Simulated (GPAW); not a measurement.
# Ti K ELNES/XANES of TiHg (P4/mmm) from DFT, part 2 of 2

Aim: the near-edge shape at the Ti K edge of TiHg (P4/mmm), and what the core hole does to it.

GPAW 26.7.0; X-ray absorption from dipole matrix elements to empty bands, plane-wave PAW LDA.

So far. Step 2 (The field without a hole): The mesh shows no gap, so the system is treated as a metal and the core electron is put at the Fermi level (neutral cell). Step 3 (Spectrum without a core hole, Ti atom 2): Main maxima below 30 eV (height): 1.9 eV (0.49), 4.2 eV (0.66), 8.3 eV (1.14), 10.8 eV (1.57) and 17.0 eV (1.57). A K edge sees empty p states. The weak features of the first eV are p character mixed into the empty d bands; the main 4p edge lies above them.

### 5. Spectrum with XCH, Ti atom 2

The holes are 5.9 Å apart. In GPAW the data set carries the hole's charge, so charge=0 means a charged cell and charge=-1 a neutral one. The excited electron is kept in the cell, where it fills the lowest empty states and screens the hole. After the field has converged, empty bands are computed with the density fixed and the dipole matrix elements are summed.

Contents of xas.py:

```python
import numpy as np
from ase import Atoms
from ase.parallel import parprint, paropen
from gpaw import GPAW, PW, FermiDirac, Mixer, MixerDif, setup_paths
from gpaw.test import gen
setup_paths.insert(0, '.')
gen('Ti', name='fch1s', xcname='LDA', corehole=(1, 0, 1), write_xml=True)
from gpaw.mpi import world
world.barrier()

atoms = Atoms('Hg4Ti4',
    cell=[[3.009, 3.009, 4.041],
     [-3.009, 3.009, -4.041],
     [-3.009, -3.009, 4.041]],
    scaled_positions=[[0, 0, 0],
     [0, 0.5, 0.5],
     [0.5, 0, 0.5],
     [0.5, 0.5, 0],
     [0.5, 0, 0],
     [0.5, 0.5, 0.5],
     [0, 0, 0.5],
     [0, 0.5, 0]],
    pbc=True)
atoms.calc = calc = GPAW(legacy_gpaw=True, mode=PW(430, force_complex_dtype=True), xc='LDA', setups={4: 'fch1s'},
    kpts={'size': (6, 6, 6), 'gamma': True}, occupations=FermiDirac(0.1),
    charge=-1, mixer=Mixer(0.1, 5, 50), maxiter=150,
    convergence={'density': 0.0001, 'eigenstates': 1e-6}, txt='scf.txt')
energy = atoms.get_potential_energy() + calc.get_reference_energy()
ef = calc.get_fermi_level()
out = dict(energy=energy, fermi=ef, forces=atoms.get_forces().tolist())
parprint(f'all-electron energy {energy:.4f} eV, Fermi level {ef:.4f} eV')
ev = np.array([[calc.get_eigenvalues(k, s) for k in range(len(calc.get_ibz_k_points()))] for s in range(calc.get_number_of_spins())])
out['homo'], out['lumo'], out['counts'] = ev[ev < ef].max(), ev[ev > ef].min(), sorted(set((ev < ef).sum((0, 2)).tolist()))
out['filled'] = (ev[:, 0] < ef).sum(1).tolist()

from ase.units import Ha
from gpaw.xas import dipole_matrix_elements
nb = int(calc.get_number_of_electrons() / 2) + 110
top, nb = nb, nb + 8 + nb // 12
nscf = calc.fixed_density(kpts={'size': (6, 6, 6), 'gamma': True}, nbands=nb,
    convergence={'bands': top, 'eigenstates': 5e-3}, maxiter=60, txt='nscf.txt')
cell = atoms.cell.array
ops = [cell.T @ U.T @ np.linalg.inv(cell.T) for U in nscf.wfs.kd.symmetry.op_scc]
E = np.arange(-6, 34, 0.1)
fwhm = np.interp(E, [4, 25], [0.94, 3.5])
Y, X, zero, highest = 0, 0, 1e9, 1e9
for spin in range(nscf.get_number_of_spins()):
    wfs = nscf.wfs
    mine = wfs.bd.get_slice()  # this rank's bands
    A = dipole_matrix_elements(wfs.setups[4])
    eps = np.zeros((wfs.kd.nibzkpts, nb))
    d = np.zeros((3, A.shape[1], wfs.kd.nibzkpts, nb), complex)
    for kpt in wfs.kpt_u:
        if kpt.s == spin and 4 in kpt.P_ani:
            eps[kpt.k, mine] = kpt.eps_n * Ha
            d[:, :, kpt.k, mine] = (kpt.weight * wfs.nspins / 2) ** 0.5 * np.inner(A, kpt.P_ani[4])
    world.sum(eps)
    world.sum(d)
    T = np.einsum('amkn,bmkn->abkn', d, d.conj()).real
    T = sum(np.einsum('ai,ijkn,bj->abkn', R, T, R) for R in ops) / len(ops)
    empty = eps > ef
    zero, highest = min(zero, eps[empty].min()), min(highest, eps[:, top - 1].min())
    lines = [(eps, T, empty)] if spin == 0 else lines + [(eps, T, empty)]
for eps, T, empty in lines:
    f = np.einsum('aakn->akn', T).reshape(3, -1)
    x = eps.ravel() - zero
    w = np.interp(x, E, fwhm) / 2.35482
    g = np.exp(-0.5 * ((E[:, None] - x) / w) ** 2) / (w * (2 * np.pi) ** 0.5)
    Y = Y + (f * empty.ravel()) @ g.T
    X = X + (f * ~empty.ravel()) @ g.T
out.update(E=E.round(2).tolist(), xas=Y.tolist(), xes=X.tolist(), zero=zero, valid=highest - zero, nk=len(eps), nb=nb)
for i in range(0, len(E), 10):
    parprint(f'{E[i]:7.2f}', *(f'{v:10.3e}' for v in Y[:, i]))
import json
with paropen('out.json', 'w') as f:
    json.dump(out, f)
```

The run is started by

```console
OMP_NUM_THREADS=1 mpirun -n 4 gpaw python xas.py
```

Numbers of over 12 decimals in the logs are rounded to 6 here.

The program printed:

```text
Input parameters:
  charge: -1
  convergence: {density: 0.0001,
                eigenstates: 1e-06}
  kpts: {gamma: True,
         size: (6, 6, 6)}
  maxiter: 150
  mixer: {backend: pulay,
          beta: 0.1,
          method: separate,
          nmaxold: 5,
          weight: 50}
  mode: {ecut: 430.0,
         force_complex_dtype: True,
         name: pw}
  occupations: {fixmagmom: False,
                name: fermi-dirac,
                width: 0.1}
  setups: {4: fch1s}

Initialize ...

[... PAW data sets ...]

Reference energy: -2219173.301213  # eV

Spin-paired calculation

[... convergence settings ...]
Symmetries present (total): 4
  [... symmetry matrices ...]

216 k-points: 6 x 6 x 6 Monkhorst-Pack grid + [1/12,1/12,1/12]
68 k-points in the irreducible part of the Brillouin zone
       k-points in crystal coordinates                weights
   0:     0.00000000    0.00000000    0.00000000          1/216
   1:     0.00000000    0.16666667   -0.33333333          2/216
   2:     0.00000000    0.16666667   -0.16666667          4/216
   3:     0.00000000    0.16666667    0.00000000          2/216
   4:     0.00000000    0.33333333   -0.33333333          4/216
   5:     0.00000000    0.33333333   -0.16666667          4/216
   6:     0.00000000    0.33333333    0.00000000          2/216
   7:     0.00000000    0.33333333    0.33333333          2/216
   8:     0.00000000    0.33333333    0.50000000          4/216
   9:     0.00000000    0.50000000    0.00000000          1/216
          ...
  67:     0.50000000    0.50000000    0.50000000          1/216

Wave functions: Plane wave expansion
  Cutoff energy: 430.000 eV
  Number of coefficients (min, max): 2943, 2990
  Pulay-stress correction: 0.000000 eV/Ang^3 (de/decut=0.000000)
  Using FFTW library
  Wavefunction extrapolation:
    Improved wavefunction reuse through dual PAW basis

Occupation numbers: Fermi-Dirac:
  width: 0.1000  # eV

Eigensolver
   Davidson(niter=2)

Densities:
  Coarse grid: 30*30*30 grid
  Fine grid: 60*60*60 grid
  Total Charge: 0.000000

Density mixing:
  Method: separate
  Backend: pulay
  Linear mixing parameter: 0.1
  old densities: 5
  Width of damping distribution: 1.1
  Damping of long wavelength oscillations: 50

[... Hamiltonian set-up ...]
Number of atoms: 8
Number of atomic orbitals: 100
Number of bands in calculation: 77
Number of valence electrons: 121
Bands to converge: occupied

... initialized

Initializing position-dependent things.

Density initialized from atomic densities
Creating initial wave functions:
  77 bands from LCAO basis set

               Hg

             Ti     Ti
                 Hg
           Ti
        Hg     Hg

             Ti

Atomic positions and initial magnetic moments

Positions:
   0 Hg     0.000000    0.000000    0.000000    ( 0.0000,  0.0000,  0.0000)
   1 Hg    -3.009000    0.000000    0.000000    ( 0.0000,  0.0000,  0.0000)
   2 Hg     0.000000    0.000000    4.041000    ( 0.0000,  0.0000,  0.0000)
   3 Hg     0.000000    3.009000    0.000000    ( 0.0000,  0.0000,  0.0000)
   4 Ti     1.504500    1.504500    2.020500    ( 0.0000,  0.0000,  0.0000)
   5 Ti    -1.504500    1.504500    2.020500    ( 0.0000,  0.0000,  0.0000)
   6 Ti    -1.504500   -1.504500    2.020500    ( 0.0000,  0.0000,  0.0000)
   7 Ti    -1.504500    1.504500   -2.020500    ( 0.0000,  0.0000,  0.0000)

Unit cell:
           periodic     x           y           z      points  spacing
  1. axis:    yes    3.009000    3.009000    4.041000    30     0.1609
  2. axis:    yes   -3.009000    3.009000   -4.041000    30     0.1418
  3. axis:    yes   -3.009000   -3.009000    4.041000    30     0.1609

  Lengths:   5.868377   5.868377   5.868377
  Angles:  118.305869  92.960255 118.305869

Effective grid spacing dv^(1/3) = 0.1757

iter:   1   -89.420387
iter:   2   -61.043143   -0.46  -1.16
iter:   3   -52.368856   -1.30  -1.24
iter:   4   -51.817953   -2.10  -1.42
iter:   5   -51.441542   -2.52  -1.46
iter:   6   -50.244920   -1.41  -1.50
iter:   7   -50.294447   -2.69  -1.93
iter:   8   -50.339334   -2.98  -1.79
iter:   9   -50.589279   -1.81  -1.77
iter:  10   -50.541811   -1.48  -1.91
iter:  11   -50.422939   -2.75  -2.10
iter:  12   -50.315711   -1.97  -2.11
iter:  13   -50.293484   -3.09  -2.30
iter:  14   -50.278360c  -3.00  -2.43
iter:  15   -50.282418c  -3.85  -2.62
iter:  16   -50.281104c  -4.77  -2.79
iter:  17   -50.281750c  -4.55  -2.87
iter:  18   -50.278608c  -4.25  -3.04
iter:  19   -50.279246c  -5.26  -2.95
iter:  20   -50.278697c  -5.57  -2.94
[...]
iter:  24   -50.276249c  -6.22c -3.13
[...]
iter:  27   -50.275972c  -6.01c -3.24
iter:  28   -50.275914c  -5.51  -3.32
iter:  29   -50.275746c  -5.36  -3.54
iter:  30   -50.275880c  -6.06c -3.55
iter:  31   -50.276075c  -6.00  -3.78
iter:  32   -50.276087c  -6.26c -3.82
iter:  33   -50.276098c  -7.25c -4.10c

Converged after 33 iterations.

Dipole moment: (0.000000, 0.000000, -0.000000) |e|*Ang

Energy contributions relative to reference atoms: (reference = -2219173.301213)

Kinetic:        +73.440222
Potential:      -54.769146
External:        +0.000000
XC:             -60.030622
Entropy (-ST):   -0.330181
Local:           -8.751461
SIC:             +0.000000
--------------------------
Free energy:    -50.441189
Extrapolated:   -50.276098

Showing only first 2 kpts
 Kpt  Band  Eigenvalues  Occupancy
  0    58      8.49906    1.92981
  0    59      8.53899    1.89714
  0    60      9.12620    0.09878
  0    61      9.12620    0.09878

  1    58      8.32225    1.98766
  1    59      8.44581    1.95818
  1    60      8.69491    1.59006
[...]
Fermi level: 8.83046

No gap
No difference between direct/indirect transitions

Forces in eV/Ang:
  0 Hg   -0.00000    0.00000    0.00000
  1 Hg    0.00000    0.00000    0.00000
  2 Hg    0.00000    0.00000    0.00000
  3 Hg    0.00000    0.00000    0.00000
  4 Ti    0.00000    0.00000    0.00000
  5 Ti    0.00000    0.00000    0.00000
  6 Ti    0.00000   -0.00000    0.00000
  7 Ti    0.00000    0.00000    0.00000
Scalar-relativistic atomic LDA calculation for Ti (Titanium, Z=22)
Core hole in 1s state (1s occupation: 1.0)
600 radial gridpoints.
|------------------------------------------------|
|------------------------------------------------|
[... the atom generator's iteration count ...]

Energy contributions:
-------------------------
Kinetic:     +672.671614
XC:           -34.028348
Potential:  -1307.172598
-------------------------
Total:       -668.529332

state      eigenvalue         ekin         rmax
-----------------------------------------------
1s^1.0 :  -187.828620   240.500426        0.045
2s^2.0 :   -22.002726    43.832967        0.262
2p^6.0 :   -18.989232    43.629197        0.209
3s^2.0 :    -2.983269     9.467322        0.829
3p^6.0 :    -2.108060     8.391345        0.840
3d^2.0 :    -0.666650     5.344221        0.850
4s^2.0 :    -0.460559     1.379460        2.509
4p^0.0 :    -0.300118     0.992184        2.957
-----------------------------------------------
(units: Bohr and Hartree)

Generating PAW setup
Kinetic energy of the core from tauc = 593.006445
Cutoffs:
rc(s)=2.400
rc(p)=2.000
rc(d)=2.000
rc(vbar)=1.800
rc(comp)=2.300
rc(nct)=2.400

Kinetic energy of the core states: 589.941539
Charge: 1.0
Core electrons: 9.0
Valence electrons: 12.0
Pseudo-core charge: 0.000000
Shape function alpha=1.890
Pseudo-electron charge 5.350237
state    eigenvalue         norm
--------------------------------
3s(2) :    -2.983269     0.223229
4s(2) :    -0.460559     1.020774
3p(6) :    -2.108060     0.336604
4p(0) :    -0.300118     0.967107
3d(2) :    -0.666650     0.421304
*d    :     0.333350
--------------------------------

Diagonalizing with gridspacing h=0.050

state   all-electron     PAW
-------------------------------
3s:      -2.983269    -2.983558
3p:      -2.108060    -2.108705
3d:      -0.666650    -0.667242
*f:                   -0.026873
-------------------------------
all-electron energy -2219223.5773 eV, Fermi level 8.8305 eV
[...]
31.00  4.999e-07  4.999e-07  4.966e-07
  32.00  5.398e-07  5.398e-07  5.309e-07
  33.00  5.695e-07  5.695e-07  5.510e-07
```

Elapsed: 4.8 min, on 4 MPI ranks of Intel Xeon Platinum 8488C (Sapphire Rapids), shared host; peak memory 0.63 GiB; 19 min of CPU time.

The Ti K spectrum, Ti atom 2, excited-electron core hole (neutral cell) (energy from the lowest empty level; intensity scaled to a mean of 1 over the first 20 eV; polarised curves are means over the symmetry-equivalent atoms):

| E (eV) | isotropic | ε ⊥ c | ε ∥ c |
| --- | --- | --- | --- |
| -2.0 | 0.00 | 0.00 | 0.00 |
| -0.5 | 0.04 | 0.06 | 0.01 |
| 1.0 | 0.37 | 0.48 | 0.14 |
| 2.5 | 0.46 | 0.38 | 0.62 |
| 4.0 | 0.59 | 0.59 | 0.60 |
| 5.5 | 0.51 | 0.48 | 0.57 |
| 7.0 | 0.87 | 0.85 | 0.91 |
| 8.5 | 1.17 | 1.17 | 1.18 |
| 10.0 | 1.46 | 1.46 | 1.44 |
| 11.5 | 1.58 | 1.46 | 1.82 |
| 13.0 | 1.27 | 1.24 | 1.35 |
| 14.5 | 1.03 | 1.05 | 1.00 |
| 16.0 | 1.36 | 1.41 | 1.25 |
| 17.5 | 1.41 | 1.38 | 1.46 |
| 19.0 | 0.99 | 0.97 | 1.04 |
| 20.5 | 0.84 | 0.87 | 0.78 |
| 22.0 | 0.71 | 0.73 | 0.66 |
| 23.5 | 0.62 | 0.63 | 0.61 |
| 25.0 | 0.62 | 0.62 | 0.61 |
| 26.5 | 0.67 | 0.69 | 0.64 |
| 28.0 | 0.74 | 0.77 | 0.68 |
| 29.5 | 0.84 | 0.86 | 0.82 |
| 31.0 | 0.98 | 0.99 | 0.98 |

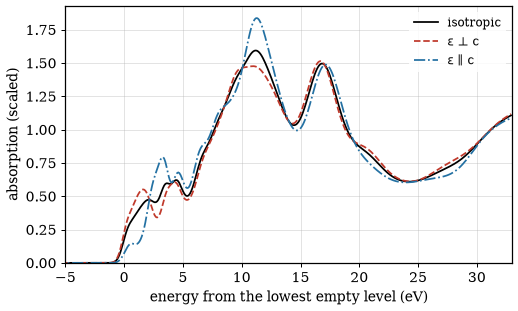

The Ti K edge, Ti atom 2, excited-electron core hole (neutral cell): main maxima at 4.4, 11.2 and 16.8 eV.

Main maxima below 30 eV (height): 4.4 eV (0.62), 11.2 eV (1.59) and 16.8 eV (1.50). 

The total-energy difference is 4969.82 eV. One term is added: -22.68 eV, since the hole is spin-paired here and a spin-polarised one costs that much less in the free atom (computed apart). The photon energy is then 4947.14 eV. The tabulated edge of the element is 4966 eV. The functional leaves an error in such absolute values: in the free atom LDA prices this hole 13.2 eV below PBE (computed apart), and PBE is itself good to a few eV.

### 6. What the core hole does

Both curves are counted from their own zero, so only the shift of weight within the empty states shows.

| E (eV) | no hole | XCH |
| --- | --- | --- |
| -2.0 | 0.00 | 0.00 |
| -1.0 | 0.00 | 0.00 |
| 0.0 | 0.25 | 0.18 |
| 1.0 | 0.35 | 0.37 |
| 2.0 | 0.49 | 0.47 |
| 3.0 | 0.43 | 0.49 |
| 4.0 | 0.64 | 0.59 |
| 5.0 | 0.56 | 0.54 |
| 6.0 | 0.62 | 0.62 |
| 7.0 | 0.79 | 0.87 |
| 8.0 | 1.12 | 1.07 |
| 9.0 | 1.13 | 1.28 |
| 10.0 | 1.45 | 1.46 |
| 11.0 | 1.56 | 1.59 |
| 12.0 | 1.43 | 1.50 |
| 13.0 | 1.31 | 1.27 |
| 14.0 | 1.10 | 1.06 |
| 15.0 | 1.05 | 1.09 |
| 16.0 | 1.33 | 1.36 |
| 17.0 | 1.57 | 1.49 |
| 18.0 | 1.35 | 1.26 |
| 19.0 | 1.02 | 0.99 |
| 20.0 | 0.90 | 0.87 |
| 21.0 | 0.85 | 0.80 |
| 22.0 | 0.74 | 0.71 |
| 23.0 | 0.65 | 0.64 |
| 24.0 | 0.62 | 0.61 |
| 25.0 | 0.62 | 0.62 |
| 26.0 | 0.65 | 0.65 |
| 27.0 | 0.68 | 0.69 |
| 28.0 | 0.71 | 0.74 |
| 29.0 | 0.76 | 0.80 |
| 30.0 | 0.83 | 0.89 |
| 31.0 | 0.92 | 0.98 |
| 32.0 | 1.00 | 1.06 |

With each curve scaled to its own mean, the area from −2 to 6 eV with the hole is 2.9 against 3.0, and the centre of weight from −1 to 20 eV moves by -0.0 eV (first and strongest maxima below 20 eV: 1.9 eV (0.49), 4.2 eV (0.66), 8.3 eV (1.14), 10.8 eV (1.57) and 17.0 eV (1.57) without the hole, 4.4 eV (0.62), 11.2 eV (1.59) and 16.8 eV (1.50) with it), a small effect on these measures.

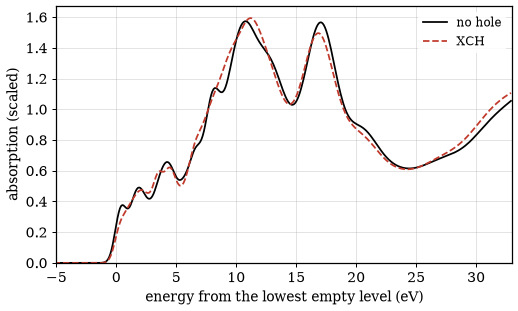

The Ti K edge with and without the core hole, each from its own zero; the highest intensity below 24 eV lies at 11.2 eV with the hole.

### 7. Results

| Property | Result |
| --- | --- |
| absorber and edge | Ti K, atom 2 of the ground-state input (counted from 1) |
| surroundings | 8 Hg at 2.93 Å and 4 Ti at 3.01 Å (distorted cuboctahedral, site symmetry 4/mmm) |
| highest intensity below 24 eV | 11.2 eV above the zero, height 1.59 |
| photon energy of the zero, with the added terms | 4947.1 eV (raw 4969.8 eV; LDA puts this hole about 13 eV below PBE, itself good to a few eV) |

**Reading.** The Ti K edge of atom 2, with 8 Hg at 2.93 Å and 4 Ti at 3.01 Å (distorted cuboctahedral, site symmetry 4/mmm), has its highest intensity of the first 24 eV at 11.2 eV above the zero, near 4958 eV in photon energy (LDA puts this hole about 13 eV below PBE, itself good to a few eV), 1.6 times the mean level of the first 20 eV (Gaussian full width 0.94 eV up to 4 eV, rising linearly to 3.5 eV at 25 eV). With each curve scaled to its own mean, the area from −2 to 6 eV with the hole is 2.9 against 3.0, and the centre of weight from −1 to 20 eV moves by -0.0 eV (first and strongest maxima below 20 eV: 1.9 eV (0.49), 4.2 eV (0.66), 8.3 eV (1.14), 10.8 eV (1.57) and 17.0 eV (1.57) without the hole, 4.4 eV (0.62), 11.2 eV (1.59) and 16.8 eV (1.50) with it), a small effect on these measures. At the Ti K edge of atom 2 polarisation matters most near 3.0 eV, where the curves differ by 0.4 on this scale. The strongest dipole feature below the main edge lies at 4.4 eV (height 0.62); the site has an inversion centre, so it comes from p states mixed with the neighbours' empty states, not from local p–d mixing. Quadrupole 1s→3d transitions, which feed the pre-edge, are not in the dipole spectrum. The holes are only 5.9 Å apart, so the shape is probably not converged with cell size; no larger cell was run here. The mesh is coarse (0.25 Å⁻¹ between points), so small maxima may be mesh ripples. The structure is a published determination, not relaxed.

[Banner, clock and machine lines of the logs are left out without a mark of their own.]

[Logs are printed without paths, hosts, clocks, repeated set-up lines and the standing remarks that a program may print on its own settings, such as how far it seeks lower states.]

[Hosts, paths, dates, database ids (printed as entryN), source tags and the programs' standing remarks are cut or masked in the printed files.]

[Lists of maxima count a maximum above −3 eV only where it reaches 4 % of the highest in the window and stands out from its surroundings by 2 % of it (1.5 % where it reaches 55 %); shoulders and weaker maxima are passed over, and of the rest the first, up to two pre-edge ones and the few strongest are named.]
